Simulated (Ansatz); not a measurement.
**NH2+ (triplet): energies up the ladder, part 1 of 2**

Wanted for NH2+ (triplet): energies up the ladder. Charge +1. Spin multiplicity 3.

Program: Ansatz 0.2.0. Level of theory: the levels named in each step. These are calculated values, not measurements.

### 1 Starting point

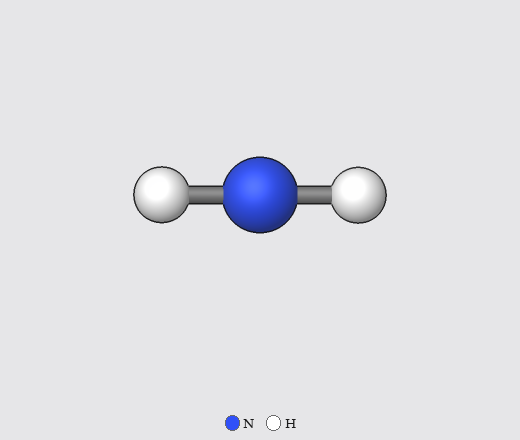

The starting structure, seen from a chosen angle (nitrogen blue, hydrogen white).

Structure file:

```xyz
3

N     0.0000    0.0000    0.0000
H     0.0000    0.0000    1.0358
H     0.0000    0.0000   -1.0358
```

### 2 A rough first relaxation, PBE-D4/def2-SVP

input.yaml reads:

```yaml
crystal:
  periodic: [false, false, false]
  atoms:
    - { symbol: "N", position_ang: [0.0, 0.0, 0.0] }
    - { symbol: H, position_ang: [0.0, 0.0, 1.0358] }
    - { symbol: H, position_ang: [0.0, 0.0, -1.03579] }
magnetization:
  spin_polarized: true
  initial_magnetization: 2
total_charge: 1
basis:
  gaussian: { orbitals: def2-SVP }
hamiltonian:
  xc: pbe
  dispersion: d4
relax:
  f_tol: 0.03
  max_steps: 200
```

Launch:

```
$ ansatz run input.yaml --threads 1 --pin off --max-ram 2560MiB --backend cpu --events-out ev --progress --plain --runs-dir out
```

What it wrote, shortened:

```text
Warning: RAYON_NUM_THREADS=1 ignored (pool sized by the plan → 1); use --threads N
[...]
Functional definition: PBE
[...]
288 factors; their error is unknown
[...]
mean field -1506.20646048 eV, -55.3520664793 hartree, gradient 5.3e-6 eV, S^2 2.008719; 0 other end points of the search recorded, 0 dependent functions left out
[...]
reference -1506.20647330 eV, -55.3520669503 hartree; 5, 3 occupied and 19, 21 virtual orbitals, 288 factors
relax step   1: F+E_penalty+E_count = -1506.20951058 eV  Δ(F+E_penalty+E_count) = +0.000e0 eV  max|allowed force component| = 5.521e-1 eV/Å  Δτ_max = 0.0000 Å  (21 SCF iters, accepted)
[...]
relax step   2: F+E_penalty+E_count = -1506.21661381 eV  Δ(F+E_penalty+E_count) = -7.103e-3 eV  max|allowed force component| = 1.609e-1 eV/Å  Δτ_max = 0.0100 Å  (21 SCF iters, accepted)
[...]
relax step   3: F+E_penalty+E_count = -1506.21730511 eV  Δ(F+E_penalty+E_count) = -6.913e-4 eV  max|allowed force component| = 4.915e-3 eV/Å  Δτ_max = 0.0042 Å  (21 SCF iters, accepted)
288 factors; their error is unknown
[...]
mean field -1506.21424057 eV, -55.3523523922 hartree, gradient 3.3e-5 eV, S^2 2.008989; 1 other end points of the search recorded, 0 dependent functions left out
[...]
reference -1506.21425347 eV, -55.3523528664 hartree; 5, 3 occupied and 19, 21 virtual orbitals, 288 factors
Total energy: -1506.21731802 eV, -55.3524654863 hartree
Atom 0 at     0.000000    -0.000000     0.000003 Å, force    -0.000000     0.000000     0.000007 eV/Å
Atom 1 at    -0.000000     0.000000     1.050011 Å, force     0.000000    -0.000000     0.004907 eV/Å
Atom 2 at    -0.000000     0.000000    -1.050005 Å, force     0.000000    -0.000000    -0.004915 eV/Å
Dipole moment:    -0.000000    -0.000000     0.000000 e Å
```

It took 3.5 s on 1 thread of Intel Xeon at 2.50GHz (Skylake/Cascade Lake), shared host; peak memory 0.093 GiB.

Step by step:

| step | energy from step 1 (eV) | largest force component (eV/Å) |
| --- | --- | --- |
| 1 | 0.0000 | 0.5521 |
| 2 | -0.0071 | 0.1609 |
| 3 | -0.0078 | 0.0049 |

Step 1 is the start.

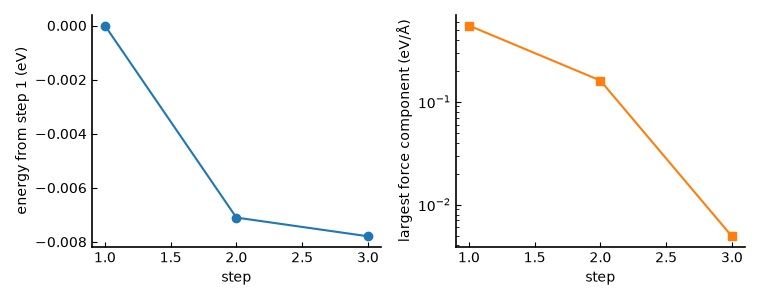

Energy and largest force along the relaxation.

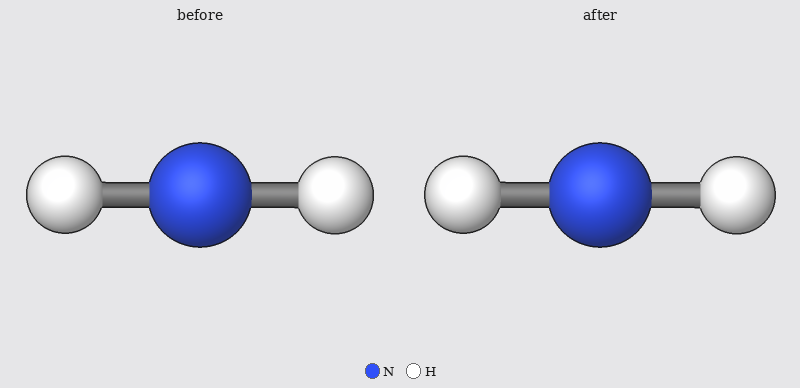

Before and after, at one scale. The change is too small to see at this scale.

Before: Bond lengths: N1–H2 1.036 Å, N1–H3 1.036 Å. Angles: H2–N1–H3 180.0°.

After: Bond lengths: N1–H2 1.050 Å, N1–H3 1.050 Å. Angles: H2–N1–H3 180.0°.

### 3 Relaxation, PBE0-D4/def2-TZVPP

input.yaml reads:

```yaml
crystal:
  periodic: [false, false, false]
  atoms:
    - { symbol: "N", position_ang: [0.0, 0.0, 3.27e-06] }
    - { symbol: H, position_ang: [0.0, 0.0, 1.05001147] }
    - { symbol: H, position_ang: [0.0, 0.0, -1.05000474] }
magnetization:
  spin_polarized: true
  initial_magnetization: 2
total_charge: 1
basis:
  gaussian: { orbitals: def2-TZVPP }
hamiltonian:
  xc: pbe0
  dispersion: d4
relax:
  f_tol: 0.002
  max_steps: 150
```

Launch:

```
$ ansatz run input.yaml --threads 1 --pin off --max-ram 2560MiB --backend cpu --events-out ev --progress --plain --runs-dir out
```

What it wrote, shortened:

```text
Warning: RAYON_NUM_THREADS=1 ignored (pool sized by the plan → 1); use --threads N
[...]
Functional definition: PBE0
[...]
273 factors; their error is unknown
[...]
mean field -1508.23447399 eV, -55.4265946012 hartree, gradient 9.7e-6 eV, S^2 2.011866; 0 other end points of the search recorded, 0 dependent functions left out
[...]
reference -1508.23448705 eV, -55.4265950809 hartree; 5, 3 occupied and 54, 56 virtual orbitals, 273 factors
relax step   1: F+E_penalty+E_count = -1508.23693175 eV  Δ(F+E_penalty+E_count) = +0.000e0 eV  max|allowed force component| = 6.569e-1 eV/Å  Δτ_max = 0.0000 Å  (23 SCF iters, accepted)
[...]
relax step   3: F+E_penalty+E_count = -1508.24887360 eV  Δ(F+E_penalty+E_count) = -1.119e-3 eV  max|allowed force component| = 8.530e-3 eV/Å  Δτ_max = 0.0056 Å  (27 SCF iters, accepted)
[...]
relax step   4: F+E_penalty+E_count = -1508.24887547 eV  Δ(F+E_penalty+E_count) = -1.862e-6 eV  max|allowed force component| = 1.016e-4 eV/Å  Δτ_max = 0.0002 Å  (17 SCF iters, accepted)
273 factors; their error is unknown
mean field -1508.24643256 eV, -55.4270340703 hartree, gradient 4.2e-5 eV, S^2 2.011419; 1 other end points of the search recorded, 0 dependent functions left out
[...]
reference -1508.24644542 eV, -55.4270345431 hartree; 5, 3 occupied and 54, 56 virtual orbitals, 273 factors
Total energy: -1508.24888833 eV, -55.4271243184 hartree
Atom 0 at    -0.000000    -0.000000     0.000003 Å, force    -0.000000     0.000000     0.000000 eV/Å
Atom 1 at     0.000000     0.000000     1.032175 Å, force     0.000000    -0.000000     0.000102 eV/Å
Atom 2 at     0.000000     0.000000    -1.032169 Å, force     0.000000    -0.000000    -0.000102 eV/Å
Dipole moment:    -0.000000    -0.000000    -0.000000 e Å
```

Wall time 7.2 s (1 thread of Intel Xeon at 2.50GHz (Skylake/Cascade Lake), shared host); peak memory 0.1 GiB.

Relaxation path:

| step | E - E(step 1) (eV) | largest force component (eV/Å) |
| --- | --- | --- |
| 1 | 0.0000 | 0.6569 |
| 2 | -0.0108 | 0.2067 |
| 3 | -0.0119 | 0.0085 |
| 4 | -0.0119 | 0.0001 |

Step 1 is the start.

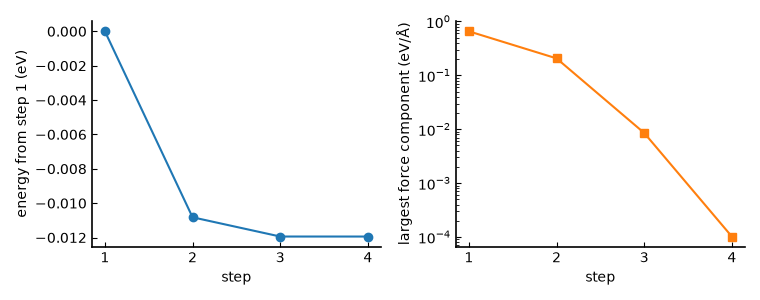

Energy and largest force along the relaxation.

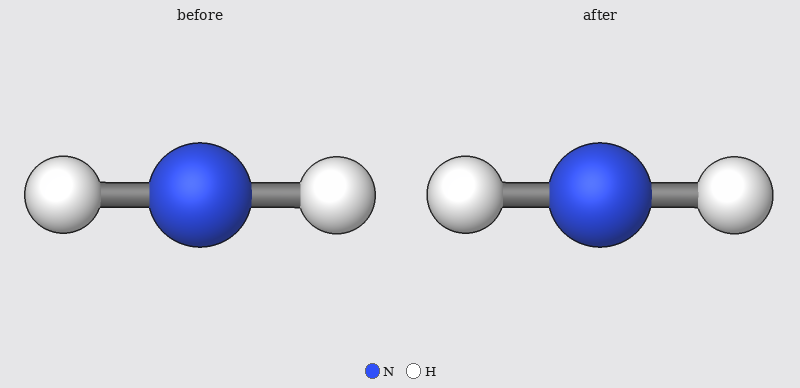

Before and after, at one scale. The change is too small to see at this scale.

Before: Bond lengths: N1–H2 1.050 Å, N1–H3 1.050 Å. Angles: H2–N1–H3 180.0°.

After: Bond lengths: N1–H2 1.032 Å, N1–H3 1.032 Å. Angles: H2–N1–H3 180.0°.

### 4 Frequencies, PBE0-D4/def2-TZVPP

input.yaml reads:

```yaml
crystal:
  periodic: [false, false, false]
  atoms:
    - { symbol: "N", position_ang: [0.0, 0.0, 3.27e-06] }
    - { symbol: H, position_ang: [0.0, 0.0, 1.03217549] }
    - { symbol: H, position_ang: [0.0, 0.0, -1.03216877] }
magnetization:
  spin_polarized: true
  initial_magnetization: 2
total_charge: 1
basis:
  gaussian: { orbitals: def2-TZVPP }
hamiltonian:
  xc: pbe0
  dispersion: d4
phonons: {}
```

Launch:

```
$ ansatz run input.yaml --threads 1 --pin off --max-ram 2560MiB --backend cpu --events-out ev --progress --plain --runs-dir out
```

What it wrote, shortened:

```text
Warning: RAYON_NUM_THREADS=1 ignored (pool sized by the plan → 1); use --threads N
[...]
[... 1 set-up line as earlier in the session ...]
[...]
273 factors; their error is unknown
[...]
mean field -1508.24643256 eV, -55.4270340703 hartree, gradient 8.9e-6 eV, S^2 2.011419; 0 other end points of the search recorded, 0 dependent functions left out
[...]
reference -1508.24644542 eV, -55.4270345431 hartree; 5, 3 occupied and 54, 56 virtual orbitals, 273 factors
[...]
273 factors; their error is unknown
[...]
mean field -1508.24643817 eV, -55.4270342766 hartree, gradient 2.9e-6 eV, S^2 2.011419; 0 other end points of the search recorded, 0 dependent functions left out
[...]
reference -1508.24645103 eV, -55.4270347494 hartree; 5, 3 occupied and 54, 56 virtual orbitals, 273 factors
[...]
273 factors; their error is unknown
mean field -1508.24643817 eV, -55.4270342766 hartree, gradient 2.9e-6 eV, S^2 2.011419; 0 other end points of the search recorded, 0 dependent functions left out
[...]
reference -1508.24632090 eV, -55.4270299670 hartree; 5, 3 occupied and 54, 56 virtual orbitals, 273 factors
[...]
273 factors; their error is unknown
mean field -1508.24630834 eV, -55.4270295053 hartree, gradient 2.9e-6 eV, S^2 2.011389; 0 other end points of the search recorded, 0 dependent functions left out
[...]
reference -1508.24632119 eV, -55.4270299776 hartree; 5, 3 occupied and 54, 56 virtual orbitals, 273 factors
WARN: phonons: modes at or below zero, which the zero-point energy, F, S and C_V leave out: 2, the lowest at -526.64 cm⁻¹. A minimum has none, and a first-order saddle one
Total energy: -1508.24888833 eV, -55.4271243184 hartree
Atom 0 at     0.000000     0.000000     0.000003 Å, force    -0.000000     0.000000     0.000000 eV/Å
Atom 1 at     0.000000     0.000000     1.032175 Å, force     0.000000    -0.000000     0.000100 eV/Å
Atom 2 at     0.000000     0.000000    -1.032169 Å, force     0.000000    -0.000000    -0.000100 eV/Å
Dipole moment:    -0.000000    -0.000000     0.000000 e Å
Vibrations: -526.64 -526.64 3244.93 3538.53 cm⁻¹, zero-point energy 0.420521 eV
```

Wall time 12 s (1 thread of Intel Xeon at 2.50GHz (Skylake/Cascade Lake), shared host); peak memory 0.1 GiB.

Harmonic frequencies (cm⁻¹; negative: imaginary): -527, -527, 3245, 3539.

### 5 Relaxation again, from a step along the imaginary mode, PBE0-D4/def2-TZVPP

input.yaml reads:

```yaml
crystal:
  periodic: [false, false, false]
  atoms:
    - { symbol: "N", position_ang: [0.00908371, -0.03598201, 3.27e-06] }
    - { symbol: H, position_ang: [-0.06311287, 0.24999996, 1.03217549] }
    - { symbol: H, position_ang: [-0.06311288, 0.25, -1.03216877] }
magnetization:
  spin_polarized: true
  initial_magnetization: 2
total_charge: 1
basis:
  gaussian: { orbitals: def2-TZVPP }
hamiltonian:
  xc: pbe0
  dispersion: d4
relax:
  f_tol: 0.002
  max_steps: 150
```

Launch:

```
$ ansatz run input.yaml --threads 1 --pin off --max-ram 2560MiB --backend cpu --events-out ev --progress --plain --runs-dir out
```

What it wrote, shortened:

```text
Warning: RAYON_NUM_THREADS=1 ignored (pool sized by the plan → 1); use --threads N
[...]
[... 1 set-up line as earlier in the session ...]
[...]
273 factors; their error is unknown
[...]
mean field -1508.21016599 eV, -55.4257012987 hartree, gradient 1.5e-5 eV, S^2 2.009146; 0 other end points of the search recorded, 0 dependent functions left out
[...]
reference -1508.21017911 eV, -55.4257017808 hartree; 5, 3 occupied and 54, 56 virtual orbitals, 273 factors
relax step   1: F+E_penalty+E_count = -1508.21265971 eV  Δ(F+E_penalty+E_count) = +0.000e0 eV  max|allowed force component| = 1.279e0 eV/Å  Δτ_max = 0.0000 Å  (24 SCF iters, accepted)
[...]
relax step   4: F+E_penalty+E_count = -1508.27298657 eV  Δ(F+E_penalty+E_count) = -1.470e-3 eV  max|allowed force component| = 8.707e-2 eV/Å  Δτ_max = 0.0160 Å  (28 SCF iters, accepted)
[...]
relax step   5: F+E_penalty+E_count = -1508.27323623 eV  Δ(F+E_penalty+E_count) = -2.497e-4 eV  max|allowed force component| = 1.351e-3 eV/Å  Δτ_max = 0.0039 Å  (28 SCF iters, accepted)
273 factors; their error is unknown
mean field -1508.27077980 eV, -55.4279288148 hartree, gradient 5.4e-5 eV, S^2 2.009243; 1 other end points of the search recorded, 0 dependent functions left out
[...]
reference -1508.27079253 eV, -55.4279292829 hartree; 5, 3 occupied and 54, 56 virtual orbitals, 273 factors
Total energy: -1508.27324896 eV, -55.4280195551 hartree
Atom 0 at    -0.000579     0.002293     0.000003 Å, force    -0.000158     0.000625    -0.000000 eV/Å
Atom 1 at    -0.058282     0.230862     1.006127 Å, force     0.000079    -0.000312    -0.001351 eV/Å
Atom 2 at    -0.058282     0.230862    -1.006120 Å, force     0.000079    -0.000312     0.001351 eV/Å
Dipole moment:    -0.028134     0.111441     0.000000 e Å
```

Wall time 8 s (1 thread of Intel Xeon at 2.50GHz (Skylake/Cascade Lake), shared host); peak memory 0.1 GiB.

The steps of the relaxation:

| step | energy from step 1 (eV) | largest force component (eV/Å) |
| --- | --- | --- |
| 1 | 0.0000 | 1.2793 |
| 2 | -0.0518 | 0.4205 |
| 3 | -0.0589 | 0.0791 |
| 4 | -0.0603 | 0.0871 |
| 5 | -0.0606 | 0.0014 |

Step 1 is the start.

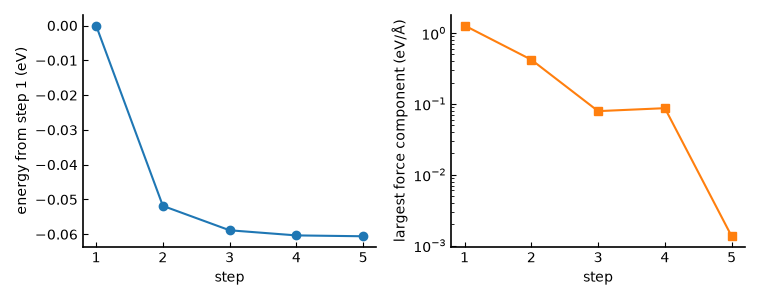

Energy and largest force along the relaxation.

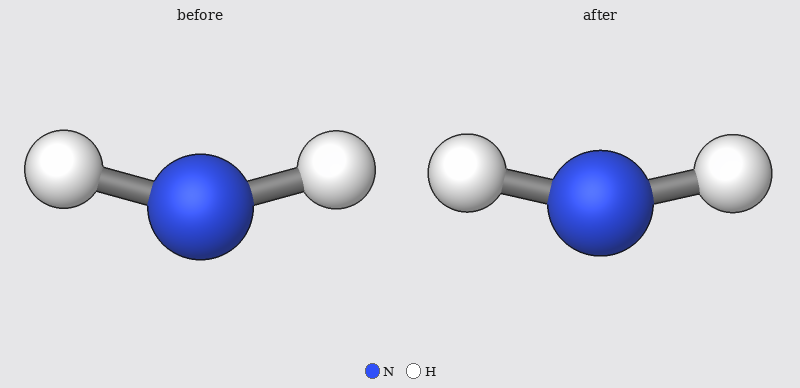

Before and after, at one scale.

Before: Bond lengths: N1–H2 1.073 Å, N1–H3 1.073 Å. Angles: H2–N1–H3 148.1°.

After: Bond lengths: N1–H2 1.033 Å, N1–H3 1.033 Å. Angles: H2–N1–H3 153.6°.

### 6 Frequencies, PBE0-D4/def2-TZVPP

input.yaml reads:

```yaml
crystal:
  periodic: [false, false, false]
  atoms:
    - { symbol: "N", position_ang: [-0.00057891, 0.00229316, 3.28e-06] }
    - { symbol: H, position_ang: [-0.05828156, 0.23086238, 1.0061272] }
    - { symbol: H, position_ang: [-0.05828157, 0.23086242, -1.00612049] }
magnetization:
  spin_polarized: true
  initial_magnetization: 2
total_charge: 1
basis:
  gaussian: { orbitals: def2-TZVPP }
hamiltonian:
  xc: pbe0
  dispersion: d4
phonons: {}
```

Launch:

```
$ ansatz run input.yaml --threads 1 --pin off --max-ram 2560MiB --backend cpu --events-out ev --progress --plain --runs-dir out
```

What it wrote, shortened:

```text
Warning: RAYON_NUM_THREADS=1 ignored (pool sized by the plan → 1); use --threads N
[...]
[... 1 set-up line as earlier in the session ...]
[...]
273 factors; their error is unknown
[...]
mean field -1508.27077980 eV, -55.4279288148 hartree, gradient 5.6e-5 eV, S^2 2.009243; 0 other end points of the search recorded, 0 dependent functions left out
[...]
reference -1508.27079253 eV, -55.4279292830 hartree; 5, 3 occupied and 54, 56 virtual orbitals, 273 factors
[...]
273 factors; their error is unknown
[...]
mean field -1508.27069202 eV, -55.4279255890 hartree, gradient 1.6e-6 eV, S^2 2.009229; 0 other end points of the search recorded, 0 dependent functions left out
[...]
reference -1508.27070476 eV, -55.4279260572 hartree; 5, 3 occupied and 54, 56 virtual orbitals, 273 factors
[...]
273 factors; their error is unknown
[...]
273 factors; their error is unknown
mean field -1508.27077640 eV, -55.4279286902 hartree, gradient 1.6e-6 eV, S^2 2.009252; 0 other end points of the search recorded, 0 dependent functions left out
[...]
reference -1508.27078914 eV, -55.4279291582 hartree; 5, 3 occupied and 54, 56 virtual orbitals, 273 factors
[...]
273 factors; their error is unknown
mean field -1508.27077464 eV, -55.4279286255 hartree, gradient 1.6e-6 eV, S^2 2.009234; 0 other end points of the search recorded, 0 dependent functions left out
[...]
reference -1508.27078738 eV, -55.4279290936 hartree; 5, 3 occupied and 54, 56 virtual orbitals, 273 factors
Total energy: -1508.27324896 eV, -55.4280195551 hartree
Atom 0 at    -0.000579     0.002293     0.000003 Å, force    -0.000154     0.000611    -0.000000 eV/Å
Atom 1 at    -0.058282     0.230862     1.006127 Å, force     0.000077    -0.000306    -0.001352 eV/Å
Atom 2 at    -0.058282     0.230862    -1.006120 Å, force     0.000077    -0.000306     0.001352 eV/Å
Dipole moment:    -0.028134     0.111441     0.000000 e Å
Vibrations: 699.46 3249.96 3514.21 cm⁻¹, zero-point energy 0.462686 eV
```

Run time: 8.3 s. Hardware: 1 thread of Intel Xeon at 2.50GHz (Skylake/Cascade Lake), shared host; peak memory 0.1 GiB.

Harmonic frequencies (cm⁻¹; negative: imaginary): 699, 3250, 3514.

### 7 Single point, PBE-D4/def2-TZVPP

Changes to input.yaml since step 6:

```diff
@@ -13,4 +13,3 @@
 hamiltonian:
-  xc: pbe0
+  xc: pbe
   dispersion: d4
-phonons: {}
```

Launch:

```
$ ansatz run input.yaml --threads 1 --pin off --max-ram 2560MiB --backend cpu --events-out ev --progress --plain --runs-dir out
```

What it wrote:

```text
Warning: RAYON_NUM_THREADS=1 ignored (pool sized by the plan → 1); use --threads N
Engine: ansatz 0.2.0, x86_64-unknown-linux-gnu
[... 1 set-up line as earlier in the session ...]
  parameter kappa = 0.804
  parameter beta = 0.06672455060314922
  exchange = pbe_x(kappa = kappa, mu = beta*pi^2/3)
  correlation = pbe_c(beta = beta)
273 factors; their error is unknown
mean field evaluation 1: about -1502.4906 eV, gradient 3.8e1 eV
mean field evaluation 2: about -1501.5261 eV, gradient 3.9e1 eV
mean field evaluation 4: about -1507.9781 eV, gradient 2.3e-1 eV
mean field evaluation 8: about -1507.9722 eV, gradient 3.2e-3 eV
mean field -1507.97219357 eV, -55.4169559733 hartree, gradient 1.2e-5 eV, S^2 2.007119; 0 other end points of the search recorded, 0 dependent functions left out
reference -1507.97221129 eV, -55.4169566245 hartree; 5, 3 occupied and 54, 56 virtual orbitals, 273 factors
Total energy: -1507.97527478 eV, -55.4170692058 hartree
```

Run time: 1.3 s. Hardware: 1 thread of Intel Xeon at 2.50GHz (Skylake/Cascade Lake), shared host; peak memory 0.09 GiB.

### 8 Single point, r2SCAN-D4/def2-TZVPP

Changes to input.yaml since step 7:

```diff
@@ -13,3 +13,3 @@
 hamiltonian:
-  xc: pbe
+  xc: r2scan
   dispersion: d4
```

Launch:

```
$ ansatz run input.yaml --threads 1 --pin off --max-ram 2560MiB --backend cpu --events-out ev --progress --plain --runs-dir out
```

What it wrote:

```text
Warning: RAYON_NUM_THREADS=1 ignored (pool sized by the plan → 1); use --threads N
[... 1 set-up line as earlier in the session ...]
Functional definition: r2SCAN
  parameter k0 = 0.174
  parameter k1 = 0.065
  parameter a1 = 4.9479
  exchange = r2scan_x(k0 = k0, k1 = k1, a1 = a1)
  correlation = r2scan_c
273 factors; their error is unknown
mean field evaluation 1: about -1504.9174 eV, gradient 3.4e1 eV
mean field evaluation 2: about -1505.9130 eV, gradient 2.9e1 eV
mean field evaluation 4: about -1509.2578 eV, gradient 2.1e-1 eV
mean field evaluation 8: about -1509.2492 eV, gradient 3.6e-3 eV
mean field -1509.24922373 eV, -55.4638859664 hartree, gradient 2.1e-5 eV, S^2 2.012692; 0 other end points of the search recorded, 0 dependent functions left out
reference -1509.24922933 eV, -55.4638861720 hartree; 5, 3 occupied and 54, 56 virtual orbitals, 273 factors
Total energy: -1509.24995740 eV, -55.4639129281 hartree
```

Run time: 2.4 s. Hardware: 1 thread of Intel Xeon at 2.50GHz (Skylake/Cascade Lake), shared host; peak memory 0.1 GiB.

### 9 Single point, B3LYP-D4/def2-TZVPP

Changes to input.yaml since step 8:

```diff
@@ -13,3 +13,3 @@
 hamiltonian:
-  xc: r2scan
+  xc: { name: B3LYP }
   dispersion: d4
```

Launch:

```
$ ansatz run input.yaml --threads 1 --pin off --max-ram 2560MiB --backend cpu --events-out ev --progress --plain --runs-dir out
```

What it wrote:

```text
Warning: RAYON_NUM_THREADS=1 ignored (pool sized by the plan → 1); use --threads N
[... 1 set-up line as earlier in the session ...]
Functional definition: B3LYP
  parameter a0 = 0.2
  parameter ax = 0.72
  parameter ac = 0.81
  exchange = (1 - a0 - ax)*slater_x + ax*b88_x + a0*exact_x
  correlation = (1 - ac)*vwn_rpa_c + ac*lyp_c
273 factors; their error is unknown
mean field evaluation 1: about -1505.7701 eV, gradient 3.4e1 eV
mean field evaluation 2: about -1506.8635 eV, gradient 2.8e1 eV
mean field evaluation 4: about -1509.9599 eV, gradient 1.6e-1 eV
mean field evaluation 8: about -1509.9605 eV, gradient 2.1e-2 eV
mean field -1509.96049128 eV, -55.4900245667 hartree, gradient 4.7e-5 eV, S^2 2.007662; 0 other end points of the search recorded, 0 dependent functions left out
reference -1509.96060947 eV, -55.4900289099 hartree; 5, 3 occupied and 54, 56 virtual orbitals, 273 factors
Total energy: -1509.96547938 eV, -55.4902078760 hartree
```

It took 1.4 s on 1 thread of Intel Xeon at 2.50GHz (Skylake/Cascade Lake), shared host; peak memory 0.09 GiB.

### 10 Single point, wB97M-V/def2-TZVPP

Changes to input.yaml since step 9:

```diff
@@ -13,3 +13,2 @@
 hamiltonian:
-  xc: { name: B3LYP }
-  dispersion: d4
+  xc: { name: wB97M-V }
```

Launch:

```
$ ansatz run input.yaml --threads 1 --pin off --max-ram 2560MiB --backend cpu --events-out ev --progress --plain --runs-dir out
```

What it wrote, shortened:

```text
Warning: RAYON_NUM_THREADS=1 ignored (pool sized by the plan → 1); use --threads N
[...]
Functional definition: wB97M-V
[...]
  gx(w, u) = 1 - cx + cx01*u + cx10*w
  gss(w, u) = css00 + css04*u^4 + css10*w + css20*w^2 + css43*w^4*u^3
  gos(w, u) = cos00 + cos10*w + (cos20 + cos21*u)*w^2 + (cos60 + cos61*u)*w^6
[...]
      + integral(e_c_pw_mod_opposite_spin*gos(b97_w_opposite, b97_u_opposite)) + vv10(b, c)
273 factors; their error is unknown
72 factors; integrals over basis functions are off by at most 5.4e-5 eV
[...]
mean field -1509.27640457 eV, -55.4648848437 hartree, gradient 4.8e-5 eV, S^2 2.007687; 0 other end points of the search recorded, 0 dependent functions left out
reference -1509.27642413 eV, -55.4648855625 hartree; 5, 3 occupied and 54, 56 virtual orbitals, 273 factors
Total energy: -1509.27642413 eV, -55.4648855625 hartree
```

Wall time 3.3 s (1 thread of Intel Xeon at 2.50GHz (Skylake/Cascade Lake), shared host); peak memory 0.13 GiB.

(Continued in part 2 of 2.)
